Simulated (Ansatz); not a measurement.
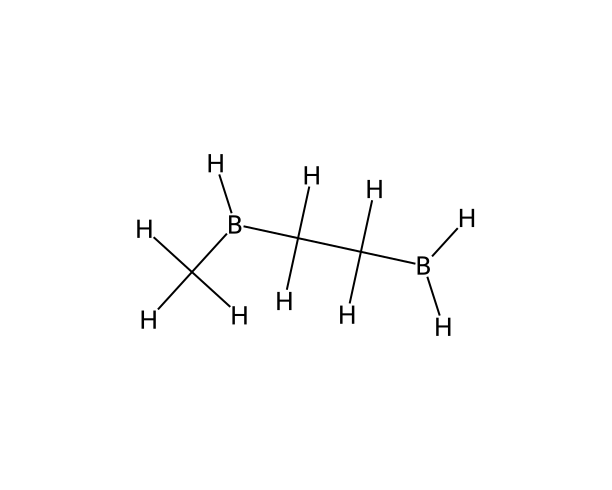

Structural formula above. The computed structure is the end point of a PBE-D4/def2-SVP optimisation. No frequency run is at hand to confirm it as a minimum.

Describe the 3D structure.

The molecule is C₃H₁₀B₂. As SMILES it reads `BCCBC`. It has no ring. Among its groups: B–H bond. This geometry has C1 symmetry. Coordination, clear cases only: 2 B trigonal planar; 2 C tetrahedral.

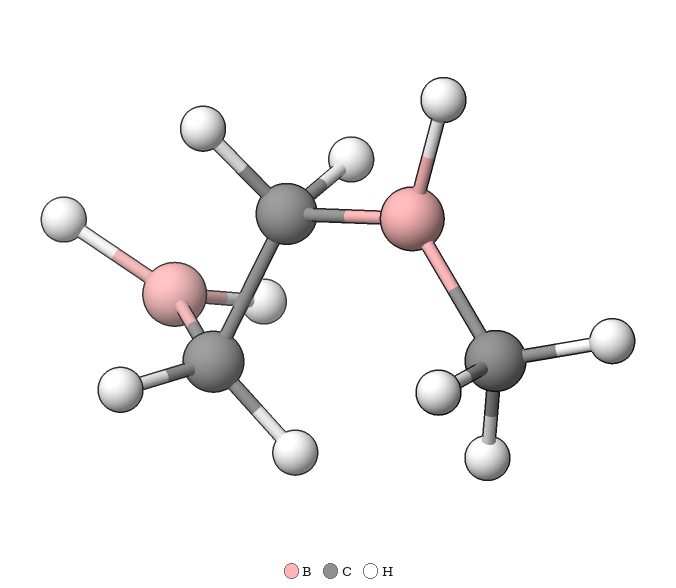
